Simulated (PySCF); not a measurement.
# C₂H₂F₂S: electronic excitations at several levels of theory, part 2 of 2

PySCF 2.14.0. Atoms count from 0. The steps go on from the part before.

### Step 9. TDDFT and polarisability: CAM-B3LYP/def2-SVPD

What the job is given:

```
{"job": {"kind": "uv", "xc": "CAM-B3LYP", "basis": "def2-SVPD", "ip": true}, "charge": 0, "multiplicity": 1}
F      1.271638    -1.131311    -0.444829
C      0.352361    -0.551512     0.339788
S     -1.390051    -0.829844    -0.034474
C     -0.339859     0.623828    -0.222444
F      0.023395     0.991312    -1.458882
H      0.641293    -0.586152     1.397563
H     -0.582235     1.491244     0.404090
```

Method: TDDFT CAM-B3LYP/def2-SVPD, vertical, gas phase, core orbitals frozen in the response.

Output:

```text
coarse grid: 7208 points
cycle   1  E = -674.6833678282  dE =  8.735e-01  |g| = 6.909e-01  |ddm| = 3.480e+00
cycle   2  E = -674.6184820106  dE =  6.489e-02  |g| = 9.475e-01  |ddm| = 1.870e+00
cycle   3  E = -674.7832823323  dE = -1.648e-01  |g| = 3.561e-02  |ddm| = 8.657e-01
cycle   4  E = -674.7835381674  dE = -2.558e-04  |g| = 1.941e-02  |ddm| = 7.422e-02
cycle   5  E = -674.7836125003  dE = -7.433e-05  |g| = 9.137e-03  |ddm| = 4.735e-02
cycle   6  E = -674.7836356925  dE = -2.319e-05  |g| = 7.790e-04  |ddm| = 1.612e-02
cycle   7  E = -674.7836365426  dE = -8.501e-07  |g| = 2.348e-04  |ddm| = 6.566e-03
final grid: 68120 points
cycle   8  E = -674.8584538583  dE = -1.724e-05  |g| = 4.037e-03  |ddm| = 3.217e-02
cycle   9  E = -674.8584521049  dE =  1.753e-06  |g| = 5.285e-03  |ddm| = 7.044e-03
cycle  10  E = -674.8584565693  dE = -4.464e-06  |g| = 1.144e-04  |ddm| = 3.742e-03
cycle  11  E = -674.8584565737  dE = -4.393e-09  |g| = 3.871e-05  |ddm| = 4.696e-04
cycle  12  E = -674.8584565742  dE = -4.602e-10  |g| = 1.148e-05  |ddm| = 8.672e-05
converged SCF energy = -674.8584565742

Static polarisability (au): isotropic 44.866, principal 39.574 42.873 52.151

Singlet excitations
state   eV       nm        f      main configurations
  1   5.3397    232.2   0.00000   H->L 0.93
  2   6.9936    177.3   0.03040   H->L+2 0.80, H->L+1 0.10
  3   7.1007    174.6   0.01805   H->L+1 0.73, H->L+2 0.12
  4   7.4930    165.5   0.03879   H-1->L 0.91
  5   7.6203    162.7   0.05789   H-2->L 0.46, H->L+3 0.28, H->L+1 0.11
  6   8.0849    153.4   0.01244   H->L+3 0.33, H-1->L+1 0.29, H-2->L 0.17
  7   8.3259    148.9   0.00566   H->L+4 0.76, H-2->L+1 0.09
  8   8.3772    148.0   0.00792   H-1->L+1 0.44, H-1->L+2 0.22, H->L+3 0.12
  9   8.4094    147.4   0.00083   H-2->L+1 0.78, H->L+4 0.09
 10   8.6116    144.0   0.05230   H-2->L+2 0.73, H-2->L+5 0.11

Triplet excitations (Tamm-Dancoff, eV): 4.8854 6.1863 6.2410 6.3364
Vertical ionisation energy (delta-SCF) = 10.2553 eV
```

Wall time 22 s (1 thread, shared host).

In short: HOMO -9.16 eV, LUMO 0.48 eV; lowest singlet 5.34 eV.

### Step 10. Excited states and response: wB97X-D/def2-SVPD

Settings changed since step 9:

```diff
@@ -1,2 +1,2 @@
-{"job": {"kind": "uv", "xc": "CAM-B3LYP", "basis": "def2-SVPD", "ip": true}, "charge": 0, "multiplicity": 1}
+{"job": {"kind": "uv", "xc": "wB97X-D", "basis": "def2-SVPD", "ip": true}, "charge": 0, "multiplicity": 1}
 F      1.271638    -1.131311    -0.444829
```

Method: TDDFT wB97X-D/def2-SVPD, vertical, gas phase, core orbitals frozen in the response.

Output:

```text
coarse grid: 7208 points
cycle   1  E = -674.6626146816  dE =  8.901e-01  |g| = 7.251e-01  |ddm| = 3.572e+00
cycle   2  E = -674.6252172364  dE =  3.740e-02  |g| = 9.038e-01  |ddm| = 1.979e+00
cycle   3  E = -674.7766962986  dE = -1.515e-01  |g| = 3.881e-02  |ddm| = 8.749e-01
cycle   4  E = -674.7770244819  dE = -3.282e-04  |g| = 2.240e-02  |ddm| = 9.421e-02
cycle   5  E = -674.7771397157  dE = -1.152e-04  |g| = 8.244e-03  |ddm| = 5.424e-02
cycle   6  E = -674.7771618566  dE = -2.214e-05  |g| = 1.108e-03  |ddm| = 2.055e-02
cycle   7  E = -674.7771636069  dE = -1.750e-06  |g| = 3.674e-04  |ddm| = 9.455e-03
final grid: 68120 points
cycle   8  E = -674.8504915970  dE = -1.026e-04  |g| = 7.651e-03  |ddm| = 1.076e-01
cycle   9  E = -674.8504921271  dE = -5.301e-07  |g| = 8.426e-03  |ddm| = 1.899e-02
cycle  10  E = -674.8505025269  dE = -1.040e-05  |g| = 6.399e-04  |ddm| = 5.429e-03
cycle  11  E = -674.8505026454  dE = -1.186e-07  |g| = 2.955e-04  |ddm| = 2.557e-03
cycle  12  E = -674.8505026714  dE = -2.594e-08  |g| = 4.782e-05  |ddm| = 7.363e-04
cycle  13  E = -674.8505026727  dE = -1.324e-09  |g| = 2.717e-05  |ddm| = 2.736e-04
cycle  14  E = -674.8505026730  dE = -3.538e-10  |g| = 8.847e-06  |ddm| = 9.046e-05
converged SCF energy = -674.8505026730

Static polarisability (au): isotropic 44.590, principal 39.304 42.635 51.832

Singlet excitations
state   eV       nm        f      main configurations
  1   5.4010    229.6   0.00000   H->L 0.95
  2   7.1603    173.2   0.02418   H->L+2 0.87
  3   7.2975    169.9   0.01150   H->L+1 0.75, H-2->L 0.13
  4   7.5155    165.0   0.03982   H-1->L 0.92
  5   7.7570    159.8   0.08553   H-2->L 0.44, H->L+3 0.20, H->L+1 0.18
  6   8.2495    150.3   0.01447   H->L+3 0.37, H-1->L+1 0.27, H-2->L 0.13
  7   8.5593    144.9   0.00222   H->L+4 0.76, H-2->L+1 0.09
  8   8.5864    144.4   0.00631   H-1->L+2 0.41, H-1->L+1 0.26, H-1->L+3 0.09
  9   8.6466    143.4   0.00203   H-2->L+1 0.72, H->L+4 0.12
 10   8.7615    141.5   0.05304   H-2->L+2 0.63, H-2->L+5 0.12

Triplet excitations (Tamm-Dancoff, eV): 4.9901 6.3125 6.4149 6.4243
Vertical ionisation energy (delta-SCF) = 10.2660 eV
```

Run time: 22 s. Hardware: 1 thread, shared host.

Key values: HOMO -9.67 eV, LUMO 1.21 eV; lowest singlet 5.40 eV.

### Step 11. Ultraviolet spectrum: LC-wPBE/def2-SVPD

Settings changed since step 10:

```diff
@@ -1,2 +1,2 @@
-{"job": {"kind": "uv", "xc": "wB97X-D", "basis": "def2-SVPD", "ip": true}, "charge": 0, "multiplicity": 1}
+{"job": {"kind": "uv", "xc": "LC-wPBE", "basis": "def2-SVPD", "ip": true}, "charge": 0, "multiplicity": 1}
 F      1.271638    -1.131311    -0.444829
```

Level: TDDFT LC-wPBE/def2-SVPD, vertical, gas phase, core orbitals frozen in the response.

Output:

```text
coarse grid: 7208 points
cycle   1  E = -674.4319195363  dE =  9.652e-01  |g| = 7.791e-01  |ddm| = 3.627e+00
cycle   2  E = -674.4251217448  dE =  6.798e-03  |g| = 8.846e-01  |ddm| = 2.109e+00
cycle   3  E = -674.5680791237  dE = -1.430e-01  |g| = 5.511e-02  |ddm| = 8.193e-01
cycle   4  E = -674.5687520543  dE = -6.729e-04  |g| = 3.148e-02  |ddm| = 1.470e-01
cycle   5  E = -674.5690193719  dE = -2.673e-04  |g| = 8.699e-03  |ddm| = 9.122e-02
cycle   6  E = -674.5690596397  dE = -4.027e-05  |g| = 1.861e-03  |ddm| = 3.823e-02
cycle   7  E = -674.5690645650  dE = -4.925e-06  |g| = 6.360e-04  |ddm| = 1.670e-02
final grid: 68120 points
cycle   8  E = -674.6660573924  dE = -3.018e-05  |g| = 1.246e-02  |ddm| = 5.194e-02
cycle   9  E = -674.6660518499  dE =  5.542e-06  |g| = 1.399e-02  |ddm| = 1.802e-02
cycle  10  E = -674.6660813839  dE = -2.953e-05  |g| = 4.246e-04  |ddm| = 9.130e-03
cycle  11  E = -674.6660814325  dE = -4.868e-08  |g| = 1.501e-04  |ddm| = 1.052e-03
cycle  12  E = -674.6660814402  dE = -7.636e-09  |g| = 5.965e-05  |ddm| = 4.256e-04
cycle  13  E = -674.6660814414  dE = -1.182e-09  |g| = 1.451e-05  |ddm| = 1.350e-04
cycle  14  E = -674.6660814416  dE = -1.976e-10  |g| = 4.360e-06  |ddm| = 1.268e-04
converged SCF energy = -674.6660814416

Static polarisability (au): isotropic 43.893, principal 38.653 42.099 50.926

Singlet excitations
state   eV       nm        f      main configurations
  1   5.4052    229.4   0.00000   H->L 0.84, H->L+4 0.13
  2   7.4179    167.1   0.01298   H->L+2 0.71
  3   7.5863    163.4   0.00455   H->L+1 0.52, H-2->L 0.22, H->L+9 0.09
  4   7.7340    160.3   0.04824   H-1->L 0.83, H-1->L+4 0.09
  5   8.0285    154.4   0.12168   H-2->L 0.37, H->L+1 0.28, H->L+2 0.11
  6   8.5320    145.3   0.02015   H-1->L+1 0.29, H->L+5 0.22, H->L+3 0.19
  7   8.8189    140.6   0.00076   H-2->L+1 0.56, H-2->L+3 0.10, H-2->L+2 0.09
  8   8.8421    140.2   0.00043   H-1->L+2 0.34, H-1->L+5 0.16, H-1->L+1 0.12
  9   8.9694    138.2   0.02318   H->L+4 0.26, H-2->L+2 0.22, H-2->L+1 0.16
 10   9.0320    137.3   0.03505   H->L+4 0.49, H-2->L+2 0.17, H-2->L+5 0.10

Triplet excitations (Tamm-Dancoff, eV): 4.8937 6.2257 6.3966 6.4456
Vertical ionisation energy (delta-SCF) = 10.2863 eV
```

Run time: 27 s. Hardware: 1 thread, shared host.

Key values: HOMO -10.57 eV, LUMO 1.57 eV; lowest singlet 5.41 eV.

### Step 12. Ultraviolet spectrum: PBE0/6-31G*

Settings changed since step 11:

```diff
@@ -1,2 +1,2 @@
-{"job": {"kind": "uv", "xc": "LC-wPBE", "basis": "def2-SVPD", "ip": true}, "charge": 0, "multiplicity": 1}
+{"job": {"kind": "uv", "xc": "PBE0", "basis": "6-31G*"}, "charge": 0, "multiplicity": 1}
 F      1.271638    -1.131311    -0.444829
```

Level: TDDFT PBE0/6-31G*, vertical, gas phase, core orbitals frozen in the response.

Output:

```text
coarse grid: 7208 points
cycle   1  E = -674.7461519189  dE =  8.279e-01  |g| = 6.562e-01  |ddm| = 2.731e+00
cycle   2  E = -674.6355686460  dE =  1.106e-01  |g| = 1.038e+00  |ddm| = 1.232e+00
cycle   3  E = -674.8248748216  dE = -1.893e-01  |g| = 4.657e-02  |ddm| = 7.812e-01
cycle   4  E = -674.8253162097  dE = -4.414e-04  |g| = 2.150e-02  |ddm| = 6.871e-02
cycle   5  E = -674.8254200001  dE = -1.038e-04  |g| = 7.537e-03  |ddm| = 3.015e-02
cycle   6  E = -674.8254348317  dE = -1.483e-05  |g| = 1.966e-03  |ddm| = 1.261e-02
cycle   7  E = -674.8254359942  dE = -1.163e-06  |g| = 1.297e-04  |ddm| = 2.667e-03
final grid: 68120 points
cycle   8  E = -674.8021156492  dE = -1.012e-05  |g| = 8.709e-03  |ddm| = 1.742e-02
cycle   9  E = -674.8020884479  dE =  2.720e-05  |g| = 1.379e-02  |ddm| = 2.066e-02
cycle  10  E = -674.8021331589  dE = -4.471e-05  |g| = 5.227e-04  |ddm| = 1.352e-02
cycle  11  E = -674.8021332285  dE = -6.959e-08  |g| = 1.692e-04  |ddm| = 8.610e-04
cycle  12  E = -674.8021332344  dE = -5.869e-09  |g| = 5.940e-05  |ddm| = 2.186e-04
cycle  13  E = -674.8021332350  dE = -6.601e-10  |g| = 1.207e-05  |ddm| = 6.608e-05
converged SCF energy = -674.8021332350

Static polarisability (au): isotropic 35.724, principal 28.886 34.034 44.253

Singlet excitations
state   eV       nm        f      main configurations
  1   5.5625    222.9   0.00002   H->L 0.99
  2   7.3834    167.9   0.04552   H-1->L 0.96
  3   7.5723    163.7   0.00689   H-2->L 0.55, H->L+2 0.40
  4   7.7536    159.9   0.00288   H->L+1 0.96
  5   8.3101    149.2   0.05181   H->L+2 0.43, H-1->L+1 0.32, H-2->L 0.21
  6   8.9560    138.4   0.00057   H-1->L+2 0.95
  7   9.0010    137.7   0.03313   H-2->L+1 0.97
  8   9.1640    135.3   0.00221   H-2->L+2 0.97
  9   9.3339    132.8   0.06877   H->L+3 0.88
 10   9.5374    130.0   0.03066   H-3->L 0.95

Triplet excitations (Tamm-Dancoff, eV): 5.0226 6.1849 6.2110 6.5332
```

Run time: 5.3 s. Hardware: 1 thread, shared host.

Key values: HOMO -7.49 eV, LUMO -0.02 eV; lowest singlet 5.56 eV.

### Step 13. TDDFT and polarisability: PBE0/def2-SVP

Settings changed since step 12:

```diff
@@ -1,2 +1,2 @@
-{"job": {"kind": "uv", "xc": "PBE0", "basis": "6-31G*"}, "charge": 0, "multiplicity": 1}
+{"job": {"kind": "uv", "xc": "PBE0", "basis": "def2-SVP"}, "charge": 0, "multiplicity": 1}
 F      1.271638    -1.131311    -0.444829
```

With the program's defaults for keys left out, this is: TDDFT PBE0/def2-SVP, vertical, gas phase, core orbitals frozen in the response.

Output:

```text
coarse grid: 7208 points
cycle   1  E = -674.3428990532  dE =  7.853e-01  |g| = 6.541e-01  |ddm| = 2.900e+00
cycle   2  E = -674.2311461235  dE =  1.118e-01  |g| = 1.028e+00  |ddm| = 1.416e+00
cycle   3  E = -674.4211457543  dE = -1.900e-01  |g| = 4.521e-02  |ddm| = 8.988e-01
cycle   4  E = -674.4215309378  dE = -3.852e-04  |g| = 2.096e-02  |ddm| = 6.175e-02
cycle   5  E = -674.4216288609  dE = -9.792e-05  |g| = 8.377e-03  |ddm| = 3.142e-02
cycle   6  E = -674.4216463381  dE = -1.748e-05  |g| = 1.624e-03  |ddm| = 1.326e-02
cycle   7  E = -674.4216470739  dE = -7.358e-07  |g| = 1.168e-04  |ddm| = 2.300e-03
final grid: 68120 points
cycle   8  E = -674.4942066018  dE = -1.408e-05  |g| = 7.560e-03  |ddm| = 1.898e-02
cycle   9  E = -674.4941860182  dE =  2.058e-05  |g| = 1.183e-02  |ddm| = 1.894e-02
cycle  10  E = -674.4942199853  dE = -3.397e-05  |g| = 5.122e-04  |ddm| = 1.255e-02
cycle  11  E = -674.4942200563  dE = -7.103e-08  |g| = 1.495e-04  |ddm| = 8.519e-04
cycle  12  E = -674.4942200605  dE = -4.212e-09  |g| = 5.438e-05  |ddm| = 2.006e-04
cycle  13  E = -674.4942200610  dE = -5.364e-10  |g| = 1.131e-05  |ddm| = 6.246e-05
converged SCF energy = -674.4942200610

Static polarisability (au): isotropic 34.408, principal 27.573 33.728 41.924

Singlet excitations
state   eV       nm        f      main configurations
  1   5.7472    215.7   0.00001   H->L 0.99
  2   7.5882    163.4   0.00127   H->L+1 0.67, H-2->L 0.28
  3   7.6954    161.1   0.04785   H-1->L 0.95
  4   8.0463    154.1   0.01904   H->L+2 0.63, H->L+1 0.18, H-2->L 0.16
  5   8.4153    147.3   0.05219   H-2->L 0.28, H-1->L+1 0.26, H->L+2 0.19
  6   8.7729    141.3   0.00629   H->L+3 0.70, H-1->L+1 0.27
  7   8.9885    137.9   0.02157   H-2->L+1 0.95
  8   9.0281    137.3   0.01594   H-1->L+2 0.40, H-1->L+1 0.31, H->L+3 0.13
  9   9.4485    131.2   0.02496   H-2->L+2 0.91
 10   9.5654    129.6   0.03415   H->L+4 0.93

Triplet excitations (Tamm-Dancoff, eV): 5.1670 6.3689 6.4228 6.8610
```

Wall time 5.6 s (1 thread, shared host).

This run: HOMO -7.58 eV, LUMO 0.10 eV; lowest singlet 5.75 eV.

### Step 14. Excited states and response: PBE0/def2-TZVP

Settings changed since step 13:

```diff
@@ -1,2 +1,2 @@
-{"job": {"kind": "uv", "xc": "PBE0", "basis": "def2-SVP"}, "charge": 0, "multiplicity": 1}
+{"job": {"kind": "uv", "xc": "PBE0", "basis": "def2-TZVP"}, "charge": 0, "multiplicity": 1}
 F      1.271638    -1.131311    -0.444829
```

With the program's defaults for keys left out, this is: TDDFT PBE0/def2-TZVP, vertical, gas phase, core orbitals frozen in the response.

Output:

```text
coarse grid: 7208 points
cycle   1  E = -674.8932513987  dE =  8.129e-01  |g| = 6.285e-01  |ddm| = 2.185e+00
cycle   2  E = -674.7920426320  dE =  1.012e-01  |g| = 1.015e+00  |ddm| = 9.234e-01
cycle   3  E = -674.9593045490  dE = -1.673e-01  |g| = 5.252e-02  |ddm| = 5.800e-01
cycle   4  E = -674.9597758443  dE = -4.713e-04  |g| = 2.312e-02  |ddm| = 5.429e-02
cycle   5  E = -674.9598899790  dE = -1.141e-04  |g| = 9.048e-03  |ddm| = 2.274e-02
cycle   6  E = -674.9599076436  dE = -1.766e-05  |g| = 2.915e-03  |ddm| = 1.008e-02
cycle   7  E = -674.9599095563  dE = -1.913e-06  |g| = 2.085e-04  |ddm| = 2.569e-03
final grid: 68120 points
cycle   8  E = -674.9649555351  dE = -4.663e-05  |g| = 8.129e-03  |ddm| = 2.988e-02
cycle   9  E = -674.9649323402  dE =  2.319e-05  |g| = 1.235e-02  |ddm| = 1.294e-02
cycle  10  E = -674.9649686380  dE = -3.630e-05  |g| = 1.031e-03  |ddm| = 9.116e-03
cycle  11  E = -674.9649689180  dE = -2.800e-07  |g| = 1.534e-04  |ddm| = 9.375e-04
cycle  12  E = -674.9649689222  dE = -4.240e-09  |g| = 6.646e-05  |ddm| = 1.555e-04
cycle  13  E = -674.9649689228  dE = -5.311e-10  |g| = 2.144e-05  |ddm| = 4.967e-05
converged SCF energy = -674.9649689228

Static polarisability (au): isotropic 41.246, principal 34.454 39.942 49.342

Singlet excitations
state   eV       nm        f      main configurations
  1   5.4168    228.9   0.00001   H->L 0.99
  2   7.1469    173.5   0.00372   H->L+1 0.59, H-2->L 0.32
  3   7.3017    169.8   0.03138   H-1->L 0.96
  4   7.4419    166.6   0.00615   H->L+2 0.79, H->L+1 0.15
  5   7.9232    156.5   0.08095   H-2->L 0.40, H->L+1 0.19, H-1->L+1 0.16
  6   8.2007    151.2   0.00042   H->L+3 0.81, H-1->L+1 0.11
  7   8.4612    146.5   0.00423   H-1->L+1 0.54, H-1->L+2 0.37
  8   8.5110    145.7   0.00347   H-2->L+1 0.90
  9   8.7262    142.1   0.04465   H-2->L+2 0.89
 10   9.0151    137.5   0.03122   H->L+4 0.98

Triplet excitations (Tamm-Dancoff, eV): 4.8712 6.0326 6.1467 6.3353
```

It took 15 s on 1 thread, shared host.

In short: HOMO -7.69 eV, LUMO -0.33 eV; lowest singlet 5.42 eV.

### Step 15. Side by side: electronic excitations

Excitations and ground-state properties, with basis size and wall time:

```
                run  lowest singlet (eV)  brightest (eV)      f  gap (eV)  α (Å³)  μ (D)  functions   time
       HF/def2-SVPD                 5.75            8.52  0.090     12.93    6.26   2.84        129  4.5 s
      LDA/def2-SVPD                 5.28            6.30  0.038      5.08    6.99   2.40        129   18 s
      PBE/def2-SVPD                 5.27            6.25  0.039      5.10    6.98   2.34        129   29 s
    B3LYP/def2-SVPD                 5.33            8.34  0.046      6.78    6.76   2.51        129   18 s
     PBE0/def2-SVPD                 5.44            8.56  0.069      7.29    6.67   2.49        129   17 s
BHandHLYP/def2-SVPD                 5.50            8.86  0.065      9.32    6.49   2.67        129   17 s
CAM-B3LYP/def2-SVPD                 5.34            7.62  0.058      9.64    6.65   2.58        129   22 s
  wB97X-D/def2-SVPD                 5.40            7.76  0.086     10.88    6.61   2.54        129   22 s
  LC-wPBE/def2-SVPD                 5.41            8.03  0.122     12.14    6.50   2.57        129   27 s
        PBE0/6-31G*                 5.56            9.33  0.069      7.47    5.29   2.42         78  5.3 s
      PBE0/def2-SVP                 5.75            8.42  0.052      7.69    5.10   2.48         84  5.6 s
     PBE0/def2-TZVP                 5.42            7.92  0.081      7.36    6.11   2.42        173   15 s
```

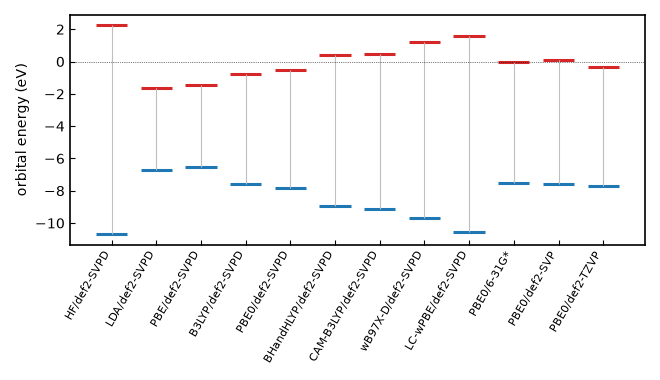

HOMO (blue) and LUMO (red) run by run.

### Step 16. Results

What follows sums up all 2 parts.

```
                                quantity                        value
                             point group                           Cs
    rotational constants (main isotopes)         5.09, 4.49, 2.79 GHz
           lowest singlet (HF/def2-SVPD)  5.75 eV (215 nm), f = 0.000
brightest single state of those computed  state 5, 8.52 eV, f = 0.090
                          lowest triplet                      5.18 eV
       vertical ionisation energy (ΔSCF)                      9.16 eV
             range of the lowest singlet              5.27 to 5.75 eV
```

In words: Single values in the summary come from the first run of each kind that ended normally (HF/def2-SVPD), which need not be the best level. Over 6 steps the energy fell by 0.018 eV; of the close pairs, C1–C3 changed most, 1.488 to 1.475 Å. No frequency check was run at this level, so the end point may be a saddle. The first singlet state (HOMO→LUMO 0.51, HOMO→LUMO+6 0.40) lies at 5.75 eV and is dark; of the 10 states computed, the strongest absorption comes from state 5 at 8.52 eV. The lowest triplet lies 0.57 eV below the lowest singlet (triplets in Tamm-Dancoff, singlets in full TDDFT). At HF/def2-SVPD, the highest states lie near or above the ionisation energy, where they hang on the basis. ΔSCF puts the ionisation energy at 9.16 eV, 1.53 eV below −ε(HOMO). The lowest singlet runs from 5.27 eV (PBE/def2-SVPD) to 5.75 eV (HF/def2-SVPD), while the orbital gap spans 5.08 to 12.93 eV. The lowest state need not be the same one in every run. The runs solved for a few states only, so the brightest column depends on that window.
